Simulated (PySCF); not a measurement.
# C4H9Br (SMILES CCCCBr) at 6 levels

Aim: a comparison of 6 runs (B2PLYP/6-31G*, BHLYP/6-31G*, CAM-B3LYP/6-31G*, M06-2X/6-31G*, wB97M-V/6-31G*, wB97X/6-31G*) of C4H9Br. The job is set up through a Python script.

The results are computed with PySCF 2.14.0.

### 1 Starting point

The species is C4H9Br (14 atoms), meant as a singlet with charge 0. As SMILES, `CCCCBr`. The C1–H8 distance was set to 1.630 Å, away from the relaxed value. At this shape a bond of the SMILES string is far longer than usual.

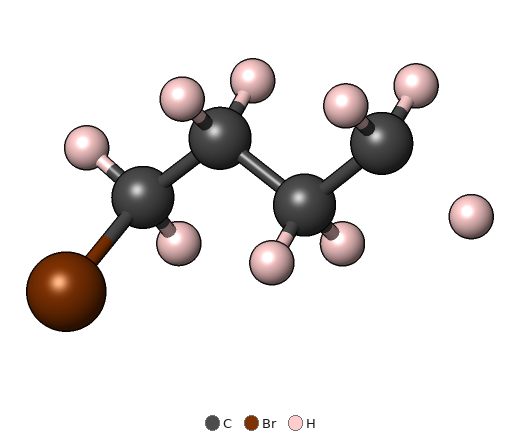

Viewed from a chosen angle; carbon dark grey, bromine brown, hydrogen pink.

### 2 The energy at B2PLYP/6-31G(d) (spherical functions) (run 1)

The input, run.py:

```python
from pyscf import gto, dft, mp

mol = gto.Mole()
mol.atom = '''
C     -2.033483     0.913046     2.187904
C     -0.397339     0.149029    -0.052839
C      1.921770    -1.347653     0.787258
C      3.567703    -2.172083    -1.408774
Br     5.134720     0.718347    -3.105332
H     -2.682623    -0.747324     3.212003
H     -0.971136     2.100304     3.486259
H     -4.500799     2.489185     1.227736
H      0.210963     1.844000    -1.060667
H     -1.512448    -0.997354    -1.360132
H      3.037446    -0.212381     2.102715
H      1.314715    -3.053697     1.786073
H      2.474855    -3.149563    -2.854017
H      5.126916    -3.363461    -0.787659
'''
mol.basis = '6-31g*'
mol.max_memory = 1860
mol.unit = 'bohr'
mol.spin = 0
mol.verbose = 4
mol.build()

calc0 = dft.RKS(mol)
calc0.xc = '0.53*HF + 0.47*B88, 0.73*LYP'
calc0.conv_tol = 1e-10
calc0.grids.level = 5
calc0.kernel()
if not calc0.converged:
    calc0 = calc0.newton().run(calc0.mo_coeff, calc0.mo_occ)

pt = mp.MP2(calc0, frozen=13).run()
energy = calc0.e_tot + 0.27 * pt.e_corr
print('PT2 part  %.8f' % (0.27 * pt.e_corr))
print(f'total energy: {energy:.8f} hartree')
```

The run is started by

```
OMP_NUM_THREADS=1 python run.py
```

Standard output:

```text
PySCF version 2.14.0

[... 84 lines left out ...]
converged SCF energy = -2730.75878943884
[... 1 line left out ...]
******** <class 'pyscf.mp.mp2.RMP2'> ********
nocc = 21, nmo = 93
frozen orbitals 13
E(RMP2) = -2731.7032014948  E_corr = -0.944412055960828
E(SCS-RMP2) = -2731.67874424336  E_corr = -0.919954804526766
E_corr(same-spin) = -0.246161149184108
E_corr(oppo-spin) = -0.698250906776719
PT2 part  -0.25499126
total energy: -2731.01378069 hartree
```

Wall time 42 s (1 thread of Intel Xeon at 2.70GHz, shared host); peak memory 0.58 GiB.

### 3 The energy at BHLYP/6-31G(d) (spherical functions) (run 2)

The input, job.py:

```python
from pyscf import gto, dft

system = gto.Mole()
system.atom = '''
C   -1.076073   0.483163   1.157789
C   -0.210263   0.078863  -0.027961
C    1.016957  -0.713147   0.416599
C    1.887947  -1.149417  -0.745491
Br   2.717177   0.380133  -1.643271
H   -1.419583  -0.395467   1.699719
H   -0.513903   1.111433   1.844849
H   -2.381720   1.317220   0.649690
H    0.111637   0.975803  -0.561281
H   -0.800353  -0.527777  -0.719751
H    1.607347  -0.112387   1.112709
H    0.695717  -1.615947   0.945149
H    1.309637  -1.666677  -1.510281
H    2.713047  -1.779867  -0.416811
'''
system.verbose = 3
system.max_memory = 1860
system.basis = '6-31g*'
system.build()

calc0 = dft.RKS(system)
calc0.xc = 'bhandhlyp'
calc0.conv_tol = 1e-10
calc0.grids.level = 5
calc0.kernel()
if not calc0.converged:
    calc0 = calc0.newton().run(calc0.mo_coeff, calc0.mo_occ)

e_final = calc0.e_tot
print('Final energy', e_final)
```

The run is started by

```
OMP_NUM_THREADS=1 python job.py
```

Standard output:

```text
converged SCF energy = -2731.50200883796
Final energy -2731.502008837963
```

It took 60 s on 1 thread of Intel Xeon at 2.70GHz, shared host; peak memory 0.58 GiB.

Runs 3 to 5 aren't shown in full; the table further down has their settings and results.

### 4 The energy at wB97X/6-31G(d) (spherical functions) (run 6)

The input, start.xyz:

```xyz
14
C4H9Br
C     -1.076073     0.483163     1.157789
C     -0.210263     0.078863    -0.027961
C      1.016957    -0.713147     0.416599
C      1.887947    -1.149417    -0.745491
Br     2.717177     0.380133    -1.643271
H     -1.419583    -0.395467     1.699719
H     -0.513903     1.111433     1.844849
H     -2.381720     1.317220     0.649690
H      0.111637     0.975803    -0.561281
H     -0.800353    -0.527777    -0.719751
H      1.607347    -0.112387     1.112709
H      0.695717    -1.615947     0.945149
H      1.309637    -1.666677    -1.510281
H      2.713047    -1.779867    -0.416811
```

The input, run.py:

```python
from pyscf import gto, dft

mol = gto.Mole()
mol.atom = 'start.xyz'
mol.spin = 0
mol.verbose = 3
mol.basis = '6-31g*'
mol.max_memory = 1860
mol.build()

mf = dft.RKS(mol)
mf.xc = 'wb97x'
mf.conv_tol = 1e-10
mf.grids.level = 5
mf.kernel()
if not mf.converged:
    mf = mf.newton().run(mf.mo_coeff, mf.mo_occ)

etot = mf.e_tot
print(f'total energy: {etot:.8f} hartree')
```

The run is started by

```
OMP_NUM_THREADS=1 python run.py
```

Standard output:

```text
converged SCF energy = -2731.6107445021
total energy: -2731.61074450 hartree
```

It took 96 s on 1 thread of Intel Xeon at 2.70GHz, shared host; peak memory 0.58 GiB.

### 5 Overview of the runs

| run | level | frozen core orbitals | nlc grid | energy (Eh) | dipole moment (D) | HOMO energy (eV) | LUMO energy (eV) | wall time |
| --- | --- | --- | --- | --- | --- | --- | --- | --- |
| 1 | B2PLYP/6-31G* (spherical functions) | 13 | – | -2731.013781 | 2.35 | -8.82 | 1.74 | 42 s |
| 2 | BHLYP/6-31G* (spherical functions) | – | – | -2731.502009 | 2.33 | -8.88 | 1.40 | 60 s |
| 3 | CAM-B3LYP/6-31G* (spherical functions) | – | – | -2731.645073 | 2.26 | -9.05 | 1.45 | 89 s |
| 4 | M06-2X/6-31G* (spherical functions) | – | – | -2731.559869 | 2.28 | -8.99 | 1.17 | 93 s |
| 5 | wB97M-V/6-31G* (spherical functions) | – | 1 | -2731.377991 | 2.23 | -9.95 | 2.42 | 4.3 min |
| 6 | wB97X/6-31G* (spherical functions) | – | – | -2731.610745 | 2.23 | -10.10 | 2.53 | 96 s |

### 6 Summary of results

```
            quantity           value
 run 6: total energy  -2731.61074 Eh
run 6: dipole moment          2.23 D
  run 6: HOMO energy       -10.10 eV
  run 6: LUMO energy         2.53 eV
run 6: HOMO–LUMO gap        12.63 eV
```

In words: The dipole moment (its size) runs from 2.23 D (wB97X/6-31G*) to 2.35 D (B2PLYP/6-31G*). A double hybrid's value is that of its SCF part. The HOMO–LUMO gap runs from 10.16 eV (M06-2X/6-31G*) to 12.63 eV (wB97X/6-31G*). Totals of different functionals can't be ranked against each other. All runs together took 11 min, the longest 4.3 min.
